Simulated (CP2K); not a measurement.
Thiophene dioxide has these distinct C atoms: C4 (bonded to C, S and H) and C5 (bonded to 2 C and H).

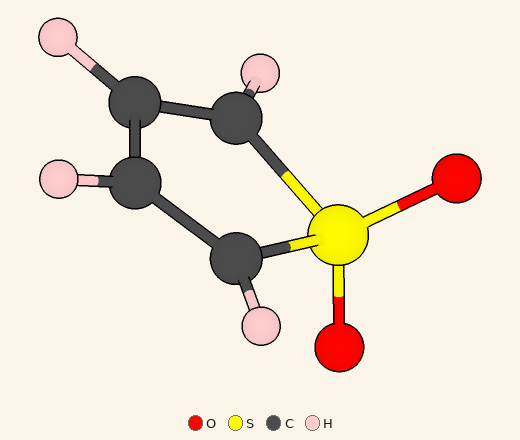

The molecule (oxygen red, sulfur yellow, carbon dark grey, hydrogen pink).

```xyz
11

O     2.0447    0.2663    1.2593
S     1.3203   -0.1104    0.0522
O     2.0463   -0.6135   -1.1070
C     0.2070    1.1956   -0.4491
C    -1.0617    0.7837   -0.3070
C    -1.1971   -0.5940    0.2192
C    -0.0291   -1.2073    0.4634
H     0.5995    2.1401   -0.8142
H    -1.9302    1.3909   -0.5562
H    -2.1713   -1.0492    0.3890
H     0.1715   -2.2020    0.8502
```

Their partial C K spectra (CP2K XAS_TDP, all-electron GAPW, PBEh(45%), aug-cc-pVDZ, TDA, GW2X-corrected core level, no relativity) are given in random order, each times the number of alike atoms.

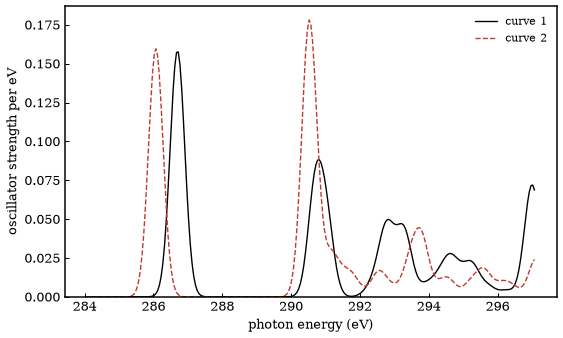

Gaussian full width 0.5 eV, oscillator strength per eV, alike atoms added, rows of zeros left out.

Which curve belongs to which atom?

Curve 1: C5 (bonded to 2 C and H), leading line at 286.70 eV (f = 0.042 an atom), ionisation energy 293.53 eV, term value 6.83 eV. Curve 2: C4 (bonded to C, S and H), leading line at 286.07 eV (f = 0.042 an atom), ionisation energy 292.92 eV, term value 6.85 eV. The leading line of an atom is its first one with 35 % of the strongest within 2.5 eV of its lowest line over the strength cut. A line lies at the core ionisation energy, which rises as an atom loses charge to its neighbours or to a π system, less the term value, which is large for a low π* or σ* orbital with weight on that atom.

[Banner, clock and machine lines of the logs are left out without a mark of their own.]

[Logs are printed without paths, hosts, clocks, repeated set-up lines and the standing remarks that a program may print on its own settings, such as how far it seeks lower states.]

[Hosts, paths, dates, database ids (printed as entryN), source tags and the programs' standing remarks are cut or masked in the printed files.]
